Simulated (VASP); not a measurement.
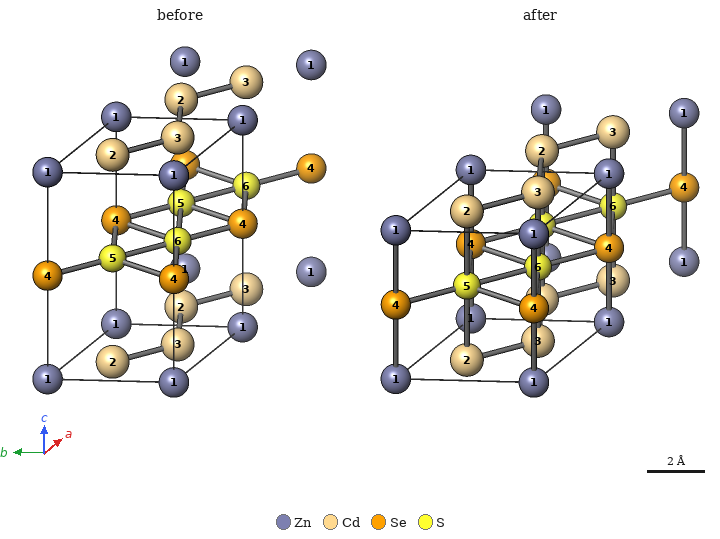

The structure of crystalline ZnCd2SeS2 (a generated structure, set up in P6/mmm) before (left) and after (right) a relaxation, at one scale.

Style: ball-and-stick. Shown: the cell of the calculation, repeated 2 × 1 × 1 with one cell outlined, from a free direction.

The run lets cell and atoms move.

These are results of VASP, Kohn-Sham DFT of a periodic cell, PBE, VASP PAW PBE potentials, recommended, not measurements.

Input
```
SYSTEM = ZnCd2SeS2
PREC = Normal
ENCUT = 520
EDIFF = 1E-4
ISMEAR = 0
SIGMA = 0.15
LREAL = .FALSE.
LASPH = .TRUE.
NELM = 60
ALGO = Fast
ISIF = 3
LWAVE = .FALSE.
LCHARG = .FALSE.
GGA = PE
IBRION = 2
NSW = 24
EDIFFG = -0.08
```

Command:
```bash
cat potpaw_PBE.64/Zn/POTCAR potpaw_PBE.64/Cd/POTCAR potpaw_PBE.64/Se/POTCAR potpaw_PBE.64/S/POTCAR > POTCAR
mpirun -np 1 vasp_std > vasp.out
```

What changed between the two?

The energy falls by 369 meV per atom in 13 geometry steps. All forces vanish by symmetry, so only the cell relaxes. Pressure: 11.06 GPa at the start and −0.12 GPa at the end. The atoms keep their places relative to the cell (all moves are under 0.005 Å). The volume changes by −14.3 %, with a = b 4.445 → 4.859 Å (+9.3 %), c 8.517 → 6.110 Å (−28.3 %). Among the contacts that change: Zn1–Se4 4.259 → 3.055 Å, Cd2–S5 4.259 → 3.055 Å, S5–S6 2.566 → 2.805 Å, Cd2–Cd3 2.566 → 2.805 Å. The space group stays P6/mmm (No. 191). The volume changes by over a tenth within one run on a fixed set of plane waves, so the end point should be relaxed again from the new cell.

Limits of the set-up: layers or molecules are held without a dispersion correction, so their spacing is unreliable.
